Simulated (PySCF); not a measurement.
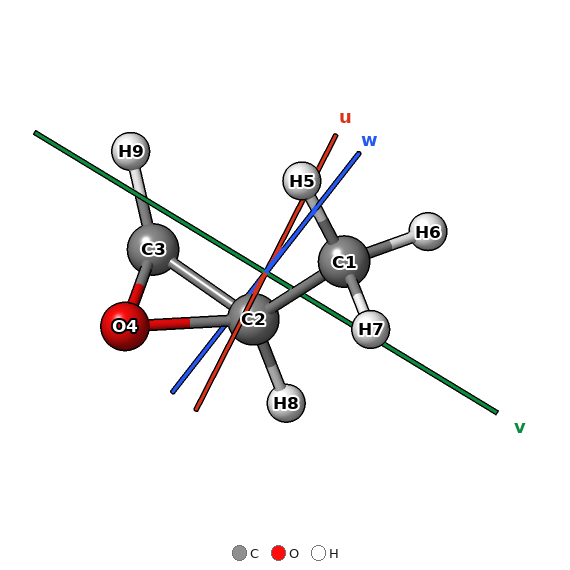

The lines u, v and w are the principal axes of the g tensor. Charge 0, doublet. The computed structure is the end point of a GFN2-xTB optimisation. No frequency run is at hand to confirm it as a minimum. Method: UKS B3LYP, pcH-1 on C H O, non-relativistic, mean-field spin-orbit, GIAO (PySCF 2.14.0).

> Along which axis does g lie farthest from the free-electron value?

Along v: the shift is 2319 ppm.

Give the principal values and shifts.

```tsv
axis	g	shift (ppm)
u	2.00299	674
v	2.00464	2319
w	2.00213	−189
```
